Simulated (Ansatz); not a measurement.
# Monolayer MoS2: relaxation and tunnelling images

The task: relax monolayer MoS2 and compute the vacuum tail of its states by energy, as an STM tip samples it.

Method: DFT PBE+D3(BJ), scalar-relativistic, plane waves, PAW, in Ansatz 0.2.0.

### Step 1. The structure to begin with

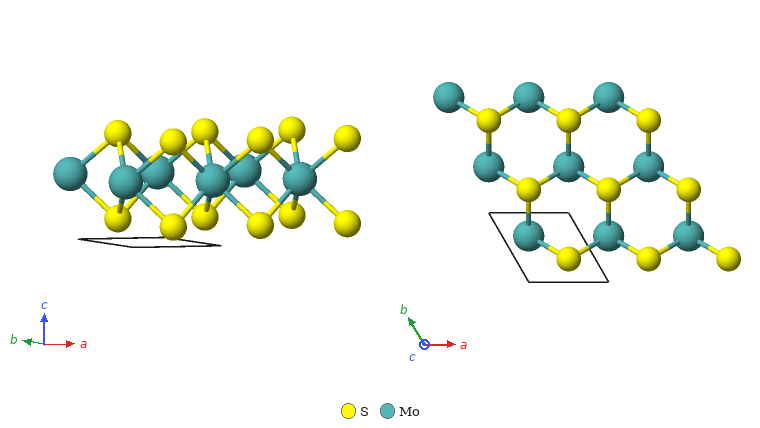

The starting structure, seen from the side (left, normal up) and from above (right) (sulfur yellow, molybdenum teal; 3×3 surface cells (two deep in side views), with atoms on the cell's edges repeated; the outline under the slab is one cell, and the vacuum is left out).

As a file:

```
S Mo
1.0
     3.18454    0.00000    0.00000
    -1.59227    2.75789    0.00000
     0.00000    0.00000   20.10157
S Mo
2 1
Direct
  0.66667 0.33333 0.42285
  0.66667 0.33333 0.57715
  0.33333 0.66667 0.49997
```

Free-standing sheet.

### Step 2. Relaxing the sheet and its cell in the plane

Input file input.yaml:

```yaml
crystal:
  lattice:
    - [3.18454146, 0.0, 0.0]
    - [-1.59227073, 2.7578938, 0.0]
    - [0.0, 0.0, 20.1015650214]
  atoms:
    - { symbol: S, position: [0.66666667, 0.33333334, 0.4228526481] }
    - { symbol: Mo, position: [0.33333333, 0.66666666, 0.4999709325], spin: 1.0 }
    - { symbol: S, position: [0.66666667, 0.33333334, 0.5771473519] }
basis:
  ecutwfc: 420.0
  fft_grid_basis: typed
kpoints:
  mp_grid: { grid: [12, 12, 1] }
hamiltonian:
  xc: pbe
  dispersion: d3bj
scf:
  occupations: { method: gaussian, width: 0.05 }
output:
  forces: true
  eigenvalues: true
  populations: true
  stress: true
efield:
  axis: 3
  dipole_correction: true
  ramp_width: 0.04
magnetization:
  spin_polarized: true
relax:
  adjacent_minimum: "off"
  f_tol: 0.02
  max_steps: 60
  cell: { fix: [c, alpha, beta], stress_tol: 0.05 }
```

On the command line:

```console
> ansatz run input.yaml --threads 1 --pin off --max-ram 2211MiB --backend cpu --events-out ev --progress --plain --runs-dir out
```

What it wrote:

```text
Warning: RAYON_NUM_THREADS=1 ignored (pool sized by the plan → 1); use --threads N
Engine: ansatz 0.2.0, x86_64-unknown-linux-gnu
Pseudopotentials: kind: paw
Pseudopotential: S, paw, valence charge 6, recommended cutoff 420 eV (normal), S.paw.azcp
Pseudopotential: Mo, paw, valence charge 14, recommended cutoff 420 eV (normal), Mo.paw.azcp
Functional definition: PBE
  parameter kappa = 0.804
  parameter beta = 0.06672455060314922
  exchange = pbe_x(kappa = kappa, mu = beta*pi^2/3)
  correlation = pbe_c(beta = beta)
Crystal: 3 atoms, lattice volume = 176.545 Å³
Basis set: ecut = 420 eV, 3463 PW (Γ), exchange–correlation on 48×48×270 points (8 copies of the dense FFT grid, shifted against one another)
Bands: 18, of which v1, the nominal top of the filled ones, is band 13 counted from 1 (12 counted from 0)
Symmetry: 6 space group operations
k-points: 19 of 144 (time reversal used)
Non-local potential: S, projectors of the file, l = 0: 2, l = 1: 2, l = 2: 2
Non-local potential: Mo, projectors of the file, l = 0: 3, l = 1: 2, l = 2: 2, l = 3: 1
PAW form: soft (Blöchl's): semilocal exchange-correlation on the pseudo side does not see the compensation charge
PAW one-centre angular grid: S, 110 points (default); XC on 64 Gauss nodes
PAW one-centre angular grid: Mo, 590 points (default); XC on 64 Gauss nodes
Initial density: superposition of atomic densities (neutral atoms: chi_scale 0, normalization atom)
Starting moments: Σ|m| = 1 μB on 1 of 3 sites
Initial wavefunctions: pseudopotential atomic-orbital guess
Functional: x = pbe(κ = 0.804, μ = 0.2195149727645171), c = pbe(β = 0.06672455060314922)
SCF iter   1: F=—  HF=-6764.771254 eV  |F-HF|=—  |Δ(HF+E_count)|=         —  Δρ=2.66e-2 (↑2.66e-2 ↓1.76e-2)  dr2=4.14e0  dr2_m=1.26e-1  M=0.000 μB ∫|m|=0.486 μB  β_m=0.30  ethr=3.10e-3  p=-0.000 e·Å  D=-4.07e-10 V/Å  ΔV_dip=0.00 eV  dr2_dipole=1.42e-9  V_vac-E_F(+/−)=5.77/5.77 eV  ⟨swp⟩=10.4  Hψ=4948  notcnv=0
Mixer restart at iter 1: flushing history
efield: sawtooth ramp at fractional position 0.9800 (placed from the atoms, in the widest stretch of the axis that holds none; the zero of the levels goes with the place), width 0.0400; the density the first Hamiltonian is built on has a dipole p = -0.000 e·Å; the dipole correction subtracts the counter field D = -4.07e-10 V/Å, which shifts the + side's vacuum level by +0.00 eV against the − side's; the planar-averaged density in the ramp window peaks in size at 2.2e-6 e/Å³
preconditioner: auto → none  [insulator: Δε(μ)=0.767 eV  Ē_g=9.407 eV  σ=0.050 eV  W_gap=1.00  n_scr=12 (ndim 8)  ℏωp=11.9 eV  f_vac=0.657  D(μ)=0.00/eV (n_scr^D=0)  ε∞_Penn≈2.6]
SCF iter   2: F=—  HF=-6763.777320 eV  |F-HF|=—  |Δ(HF+E_count)|=   9.94e-1  Δρ=1.08e-2 (↑1.08e-2 ↓9.58e-3)  dr2=5.34e-1  dr2_m=6.18e-2  M=0.000 μB ∫|m|=0.450 μB  β_m=0.30  ethr=3.10e-3  p=0.000 e·Å  D=1.62e-5 V/Å  ΔV_dip=-0.00 eV  dr2_dipole=2.50e-7  V_vac-E_F(+/−)=5.96/5.96 eV  ⟨swp⟩=3.0  Hψ=1753  notcnv=0  defer=38  κ⁻¹=1.0e0(r=1)
SCF iter   3: F=—  HF=-6763.693725 eV  |F-HF|=—  |Δ(HF+E_count)|=   8.36e-2  Δρ=8.30e-3 (↑8.30e-3 ↓6.03e-3)  dr2=1.27e-1  dr2_m=3.60e-2  M=0.000 μB ∫|m|=0.379 μB  β_m=0.30  ethr=2.05e-3  p=0.000 e·Å  D=2.32e-4 V/Å  ΔV_dip=-0.00 eV  dr2_dipole=1.69e-6  V_vac-E_F(+/−)=5.25/5.26 eV  ⟨swp⟩=2.1  Hψ=1254  notcnv=0  defer=38  κ⁻¹=8.5e-2(r=2)
SCF iter   4: F=—  HF=-6763.768664 eV  |F-HF|=—  |Δ(HF+E_count)|=         —  Δρ=5.55e-3 (↑5.39e-3 ↓5.55e-3)  dr2=2.74e-2  dr2_m=3.42e-2  M=0.000 μB ∫|m|=0.111 μB  β_m=0.30  ethr=4.89e-4  p=-0.000 e·Å  D=-4.41e-4 V/Å  ΔV_dip=0.01 eV  dr2_dipole=1.36e-5  V_vac-E_F(+/−)=5.16/5.15 eV  ⟨swp⟩=2.1  Hψ=1136  notcnv=0  defer=38  κ⁻¹=8.5e-2(r=2)
SCF iter   5: F=—  HF=-6763.760703 eV  |F-HF|=—  |Δ(HF+E_count)|=   7.96e-3  Δρ=3.82e-3 (↑3.72e-3 ↓3.82e-3)  dr2=1.11e-2  dr2_m=1.72e-2  M=0.000 μB ∫|m|=0.089 μB  β_m=0.30  ethr=1.05e-4  p=0.001 e·Å  D=1.09e-3 V/Å  ΔV_dip=-0.02 eV  dr2_dipole=5.59e-5  V_vac-E_F(+/−)=5.13/5.15 eV  ⟨swp⟩=1.2  Hψ=710  notcnv=0  defer=38  κ⁻¹=1.9e-3(r=3)
SCF iter   6: F=—  HF=-6763.757436 eV  |F-HF|=—  |Δ(HF+E_count)|=   3.27e-3  Δρ=9.29e-4 (↑9.29e-4 ↓8.86e-4)  dr2=1.41e-2  dr2_m=9.79e-4  M=0.000 μB ∫|m|=0.034 μB  β_m=0.30  ethr=4.25e-5  p=-0.008 e·Å  D=-7.94e-3 V/Å  ΔV_dip=0.16 eV  dr2_dipole=3.68e-3  V_vac-E_F(+/−)=5.20/5.04 eV  ⟨swp⟩=2.5  Hψ=1254  notcnv=0  defer=38  κ⁻¹=1.4e-3(r=4)
SCF iter   7: F=—  HF=-6763.755985 eV  |F-HF|=—  |Δ(HF+E_count)|=   1.45e-3  Δρ=6.16e-4 (↑6.16e-4 ↓6.09e-4)  dr2=2.56e-4  dr2_m=4.89e-4  M=0.000 μB ∫|m|=0.028 μB  β_m=0.30  ethr=4.25e-5  p=0.000 e·Å  D=3.24e-4 V/Å  ΔV_dip=-0.01 eV  dr2_dipole=4.26e-6  V_vac-E_F(+/−)=5.11/5.12 eV  ⟨swp⟩=1.9  Hψ=787  notcnv=0  defer=38  κ⁻¹=7.0e-6(r=5)
SCF iter   8: F=—  HF=-6763.756212 eV  |F-HF|=—  |Δ(HF+E_count)|=   2.26e-4  Δρ=1.92e-4 (↑1.53e-4 ↓1.92e-4)  dr2=2.97e-5  dr2_m=4.44e-5  M=0.000 μB ∫|m|=0.009 μB  β_m=0.30  ethr=9.85e-7  p=-0.000 e·Å  D=-1.69e-4 V/Å  ΔV_dip=0.00 eV  dr2_dipole=4.25e-6  V_vac-E_F(+/−)=5.12/5.11 eV  ⟨swp⟩=3.6  Hψ=1520  notcnv=0  defer=38  κ⁻¹=2.9e-6(r=6)
SCF iter   9: F=—  HF=-6763.756236 eV  |F-HF|=—  |Δ(HF+E_count)|=   2.38e-5  Δρ=7.78e-5 (↑7.68e-5 ↓7.78e-5)  dr2=5.87e-6  dr2_m=6.84e-6  M=0.000 μB ∫|m|=0.004 μB  β_m=0.30  ethr=1.14e-7  p=0.000 e·Å  D=1.31e-4 V/Å  ΔV_dip=-0.00 eV  dr2_dipole=1.12e-7  V_vac-E_F(+/−)=5.12/5.12 eV  ⟨swp⟩=2.2  Hψ=1039  notcnv=0  defer=38  κ⁻¹=6.6e-7(r=7)
SCF iter  10: F=—  HF=-6763.756246 eV  |F-HF|=—  |Δ(HF+E_count)|=   1.01e-5  Δρ=1.78e-5 (↑1.47e-5 ↓1.78e-5)  dr2=5.03e-7  dr2_m=2.20e-7  M=0.000 μB ∫|m|=0.000 μB  β_m=0.30  ethr=2.26e-8  p=0.000 e·Å  D=3.42e-5 V/Å  ΔV_dip=-0.00 eV  dr2_dipole=7.13e-9  V_vac-E_F(+/−)=5.12/5.12 eV  ⟨swp⟩=2.4  Hψ=1312  notcnv=0  defer=38  κ⁻¹=1.9e-8(r=8)
SCF iter  11: F=—  HF=-6763.756246 eV  |F-HF|=—  |Δ(HF+E_count)|=   6.77e-8  Δρ=9.83e-6 (↑9.83e-6 ↓7.77e-6)  dr2=1.43e-7  dr2_m=8.79e-8  M=0.000 μB ∫|m|=0.000 μB  β_m=0.30  ethr=1.93e-9  p=0.000 e·Å  D=4.11e-5 V/Å  ΔV_dip=-0.00 eV  dr2_dipole=1.34e-10  V_vac-E_F(+/−)=5.12/5.12 eV  ⟨swp⟩=2.8  Hψ=1334  notcnv=0  defer=38  κ⁻¹=6.5e-7(r=8)
SCF iter  12: F=—  HF=-6763.756246 eV  |F-HF|=—  |Δ(HF+E_count)|=   1.34e-7  Δρ=3.21e-6 (↑2.50e-6 ↓3.21e-6)  dr2=8.55e-9  dr2_m=9.20e-9  M=0.000 μB ∫|m|=0.000 μB  β_m=0.30  ethr=5.52e-10  p=0.000 e·Å  D=4.20e-5 V/Å  ΔV_dip=-0.00 eV  dr2_dipole=9.91e-11  V_vac-E_F(+/−)=5.12/5.12 eV  ⟨swp⟩=2.0  Hψ=1064  notcnv=0  defer=38  κ⁻¹=2.3e-7(r=8)
SCF iter  13: F=—  HF=-6763.756246 eV  |F-HF|=—  |Δ(HF+E_count)|=   2.30e-8  Δρ=1.47e-6 (↑1.47e-6 ↓7.47e-7)  dr2=2.57e-9  dr2_m=1.59e-9  M=0.000 μB ∫|m|=0.000 μB  β_m=0.30  ethr=3.29e-11  p=0.000 e·Å  D=4.66e-5 V/Å  ΔV_dip=-0.00 eV  dr2_dipole=8.18e-11  V_vac-E_F(+/−)=5.12/5.12 eV  ⟨swp⟩=3.1  Hψ=1429  notcnv=0  defer=38  κ⁻¹=9.4e-8(r=8)
SCF iter  14: F=—  HF=-6763.756246 eV  |F-HF|=—  |Δ(HF+E_count)|=   2.36e-9  Δρ=5.97e-7 (↑5.97e-7 ↓4.69e-7)  dr2=2.12e-10  dr2_m=3.83e-10  M=0.000 μB ∫|m|=0.000 μB  β_m=0.30  ethr=9.87e-12  p=0.000 e·Å  D=4.55e-5 V/Å  ΔV_dip=-0.00 eV  dr2_dipole=7.92e-13  V_vac-E_F(+/−)=5.12/5.12 eV  ⟨swp⟩=2.1  Hψ=1096  notcnv=0  defer=38  κ⁻¹=6.7e-8(r=8)
SCF iter  15: F=—  HF=-6763.756246 eV  |F-HF|=—  |Δ(HF+E_count)|=  4.78e-10  Δρ=3.48e-7 (↑3.48e-7 ↓3.28e-7)  dr2=5.83e-11  dr2_m=1.55e-10  M=0.000 μB ∫|m|=0.000 μB  β_m=0.30  ethr=1.00e-12  p=0.000 e·Å  D=4.51e-5 V/Å  ΔV_dip=-0.00 eV  dr2_dipole=4.89e-14  V_vac-E_F(+/−)=5.12/5.12 eV  ⟨swp⟩=2.0  Hψ=1039  notcnv=0  defer=38  κ⁻¹=1.4e-7(r=8)
SCF iter  16: F=-6763.756246 eV  HF=-6763.756246 eV  |F-HF|=9.09e-13  |Δ(HF+E_count)|=  2.88e-10  Δρ=1.19e-7 (↑1.19e-7 ↓1.18e-7)  dr2=3.26e-11  dr2_m=1.73e-11  M=0.000 μB ∫|m|=0.000 μB  ethr=1.00e-12  p=0.000 e·Å  D=4.47e-5 V/Å  ΔV_dip=-0.00 eV  dr2_dipole=2.84e-12  V_vac-E_F(+/−)=5.12/5.12 eV  ⟨swp⟩=9.4  Hψ=2962  notcnv=0
WARN: the starting moments were not kept: the SCF closed with an absolute magnetisation of 4.4e-6 μB, where they sum to 1 μB in size (1 site). That is at most 0.1 of that sum. Measured as dr2_m measures the in/out step, that magnetisation stands 2.1e-12 eV from none, at or under the dr2_threshold of 1.0e-7 eV: it is no larger than a step whose dr2_m would equal this threshold. The system may hold no moment; this SCF shows only that its start led to no more than that. To try another start: raise the starting moments (crystal.atoms[].spin, magnetization.per_species, magnetization.initial_magnetization, or on a non-collinear deck that types none of these the spinor_matrix: blocks that start its atoms; where the total moment is fixed, keep their sum and leave initial_magnetization as it is; typed ones take the place of any that the run laid by itself, positive ones on a crystal's lanthanoids without a Hubbard term where scf.initial_density.shell_occupations: [] is typed) or, if the notice of its spin-set hold's release reads "site moments contracting" or "site moments show no strong build", lengthen the hold (scf.mixing.spin_hold: { on: { confirm: 4 } }; for m-r²SCAN on two components see the key's manual first). Each may lead to a state that holds a moment. A second SCF, from the converged charge density, with the starting moments and any scf.initial_density.shell_occupations laid on it anew, would have followed, and was not run: the deck does not ask for one (magnetization.retry_lost_moments is false, the default). To let it run, set magnetization.retry_lost_moments: true and run the deck again, where that key's refused combinations let it; where memory then withholds it, that run's warning says so.
SCF 1 converged in 16 iterations: F = -6763.756246 eV  dr2 = 3.26e-11
relax step   1: F+E_penalty+E_count = -6763.75624604 eV  Δ(F+E_penalty+E_count) = +0.000e0 eV  max|allowed force component| = 1.324e-1 eV/Å  Δτ_max = 0.0000 Å  P = -0.334 GPa  Ω = 176.545 Å³  fix = [c, alpha, beta]  reactions: c +0.343 GPa  (16 SCF iters, dr2 threshold 1.00e-7 eV, accepted)
[... 22 lines left out ...]
relax step   2: F+E_penalty+E_count = -6763.75738491 eV  Δ(F+E_penalty+E_count) = -1.139e-3 eV  max|allowed force component| = 2.479e-1 eV/Å  Δτ_max = 0.0380 Å  P = +0.016 GPa  Ω = 170.612 Å³  energy of the carried Pulay correction = +2.052e-4 eV  fix = [c, alpha, beta]  reactions: c -0.740 GPa  (12 SCF iters, dr2 threshold 3.00e-7 eV, accepted)
[... 18 lines left out ...]
relax step   3: F+E_penalty+E_count = -6763.76560709 eV  Δ(F+E_penalty+E_count) = -8.222e-3 eV  max|allowed force component| = 9.440e-3 eV/Å  Δτ_max = 0.0209 Å  P = -0.029 GPa  Ω = 173.243 Å³  energy of the carried Pulay correction = +1.133e-4 eV  fix = [c, alpha, beta]  reactions: c -0.031 GPa  (11 SCF iters, dr2 threshold 3.00e-7 eV, accepted)
[... 14 lines left out ...]
relax step   4: F+E_penalty+E_count = -6763.76550029 eV  Δ(F+E_penalty+E_count) = +1.068e-4 eV  max|allowed force component| = 9.419e-3 eV/Å  Δτ_max = 0.0000 Å  P = -0.029 GPa  Ω = 173.243 Å³  fix = [c, alpha, beta]  reactions: c -0.030 GPa  stress off target by 2.76e-2 GPa on what of the cell is left free  SCF on the basis re-selected at this cell (its energy is not comparable with the rows above)  (8 SCF iters)
basis re-selected at this cell: Δ(F+E_penalty+E_count) = +1.068e-4 eV, ΔP = +0.000 GPa vs the last step (what re-selecting the basis moved, of the pressure what is left beyond the Pulay correction that the steps carried, after the strain that the cell walked since its last selection, with what the two solves' SCF thresholds leave and, on support functions, any second-order correction that the steps lacked; it is no measure of the basis error at this ecutwfc). This SCF's stress stands 2.76e-2 GPa from its target on what of the cell is left free (relax.cell.stress_tol is 5.00e-2 GPa) and its largest allowed force component is 9.42e-3 eV/Å (relax.f_tol is 2.00e-2 eV/Å): within both
SCF converged after 8 iterations
Stability not checked: this state was not tested for a lower state beside it, because the mixer in use, unlike msr1, does not test its closes by its own steps (another_mixer; see scf.mixing.algorithm and scf.lower_state_search)
Magnetization: 0.0000 μB (13.0000 up, 13.0000 down)
Absolute magnetization: 0.0000 μB (∫|ρ↑−ρ↓|, with the PAW one-centre terms)
Spin contamination: 0.0000 ħ² per cell (⟨S²⟩ above its minimum at these occupations)
Per-site moments (μB) at R_I (Å): [(3.415427592608176e-8, 0.9912693815826024), (-5.937861942950788e-8, 0.9912693815826024), (3.474357508064966e-8, 0.9912933204825725)]
Free energy (F): -6763.765500 eV
Harris-Foulkes:  -6763.765500 eV  (|F-HF|=3.18e-11)
Internal energy: -6763.765500 eV  (E = F + TS)
E sigma→0 (E₀):  -6763.765500 eV
Fermi energy:    -0.040895 eV
Dipole field:    D = 0.000003 V/Å  (p = 0.000003 e·Å, saw-weighted, corrected)
Work function:   Φ+ = 5.0329 eV   Φ− = 5.0330 eV
Levels:          The Fermi level and band energies are counted from a zero that moves with the ramp; work functions are not
--- Per-component energies (eV) ---
  E_band       = -446.025223
  E_kinetic    = 656.197801
  E_local      = -16340.410505  (includes V_loc(G=0)·N_el)
  E_nonlocal   = 199.136171
  E_hartree    = 7798.707868
  E_xc         = -378.523006
  E_vxc        = -405.002394  (∫ρ·V_xc dr)
  E_paw        = -4401.547632  (= ΣΔE_a)
  E_vpaw       = -153.362514  (= ΣTr[D̂ρ^β])
  E_aug_tail   = 0.000039  (compensation charges beyond the density's cutoff)
  E_efield     = 0.000000  (sawtooth field / dipole correction)
  E_vefield    = 0.000000  (∫n·V_field dr)
  E_ewald      = 5703.631883
  E_disp       = -0.958119  (pairwise vdW)
  E_smearing   = -0.000000  (= −TS)
  E_closure    = 0.000000  (closes the sum)
  Σ components = -6763.765500   (vs F -6763.765500, Δ=0.00e0)
--- Forces (eV/Å), atoms counted from 1 ---
  atom   1  S      0.00000000    -0.00000000     0.00805581
  atom   2  Mo     0.00000000    -0.00000000     0.00136363
  atom   3  S      0.00000000    -0.00000000    -0.00941937
  max |Σ_I F_I| component: 5.92e-8 eV/Å
--- Stress (GPa, compression-positive) ---
       -0.027590       0.000000      -0.000000
        0.000000      -0.027590       0.000000
       -0.000000       0.000000      -0.030423
  P = ⅓ Tr σ = -0.0285 GPa (-0.285 kbar)
--- Band table (eV; the first three rows and the last of 38) ---
  k-point 0 ↑: bands = ["-61.7644", "-35.9207", "-35.6806", "-35.6806", "-15.0951", "-13.7870", "-6.6059", "-3.5009", "-3.5009", "-2.7801", "-2.3765", "-2.3765", "-1.0095", "1.9091", "1.9091", "2.1448", "2.1448", "4.4711"]
  k-point 1 ↑: bands = ["-61.7616", "-35.9152", "-35.7086", "-35.6870", "-14.9889", "-13.7427", "-6.4848", "-3.7360", "-3.3899", "-3.2318", "-2.5452", "-2.0895", "-1.0528", "1.7703", "1.8483", "2.0256", "2.0916", "4.6473"]
  k-point 2 ↑: bands = ["-61.7539", "-35.9002", "-35.7844", "-35.7043", "-14.6866", "-13.6168", "-6.1806", "-4.2746", "-3.8810", "-3.0809", "-2.9414", "-2.0183", "-1.2667", "1.3783", "1.7110", "1.7506", "2.5070", "5.0673"]
  k-point 18 ↓: bands = ["-61.7170", "-35.9858", "-35.9400", "-35.8278", "-12.8594", "-12.8275", "-6.4084", "-5.5750", "-5.0428", "-4.4784", "-3.8447", "-3.1269", "-0.9286", "0.8468", "2.1065", "2.6847", "4.0704", "6.3649"]
--- Relaxed structure (3 steps of the walk, 3 accepted, 1 SCFs on fresh bases) ---
  F+E_penalty+E_count = -6763.76550029 eV   max|allowed force component| = 9.419e-3 eV/Å   (the final SCF, on the basis selected at the relaxed cell)
  cell:  # Å, volume = 173.2434 Å³
    - [3.154627577668709, -1.1070359502315429e-18, -3.990886679132963e-83]
    - [-1.5773137888343545, 2.7319876217400694, 2.8373423222836406e-82]
    - [-2.5191403263560087e-82, 1.9226218115970183e-81, 20.1015650214]
  atoms:
    - { symbol: S, position: [0.6666666666666667, 0.33333333333333337, 0.42200191226737577] }
    - { symbol: Mo, position: [0.3333333333333333, 0.6666666666666666, 0.4999888356767782] }
    - { symbol: S, position: [0.6666666666666667, 0.33333333333333337, 0.5779801845558459] }
--- Löwdin populations: 3 sites ---
  site symbol       q [e]    m [muB]
     0      S      6.0590     0.0000
     1     Mo     13.6775    -0.0000
     2      S      6.0590     0.0000
  spilling = 0.007866 (of n_electrons = 26.000000)
```

Wall time 67 s (1 thread of Intel Xeon Platinum 8259CL at 2.50GHz (Skylake/Cascade Lake), shared host); peak memory 0.52 GiB.

Relaxation path:

```csv
step,energy from step 1 (eV/cell),largest force component (eV/Å)
1,0.0000,0.1324
2,-0.0011,0.2479
3,-0.0094,0.0094
4,-0.0093,0.0094
```

Step 1 is the start. Step 4 repeats the geometry before it on a plane-wave basis chosen anew for that cell, so its energy need not be comparable with the rows above.

|  | before | after | change |
| --- | --- | --- | --- |
| a (Å) | 3.185 | 3.155 | -0.9 % |
| b (Å) | 3.185 | 3.155 | -0.9 % |
| γ (°) | 120.00 | 120.00 | -0.0 % |
| thickness between outer atoms (Å) | 3.102 | 3.135 | +1.1 % |

The cell repeats along c, and a dipole correction in the vacuum removes the field between the copies.

From the log: gap on the mesh 1.78 eV.

### Step 3. The cell for the images

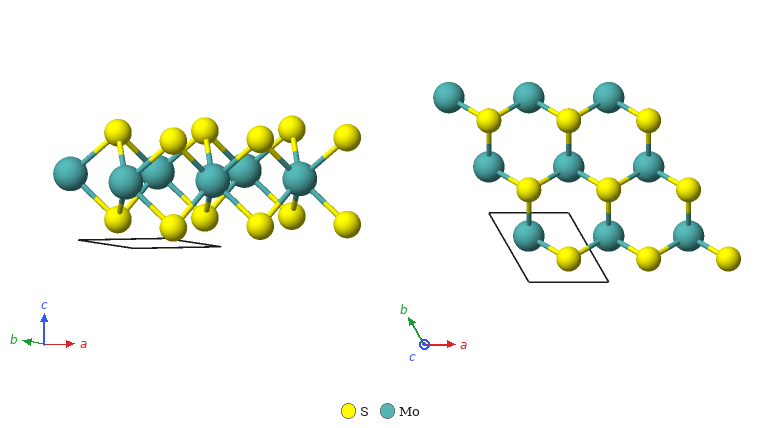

Clean surface before relaxation, seen from the side (left, normal up) and from above (right); sulfur yellow, molybdenum teal. 3×3 surface cells are drawn (two deep in side views), with atoms on the cell's edges repeated; the outline under the slab is one cell, and the vacuum is left out.

[end of part 1 of 2]
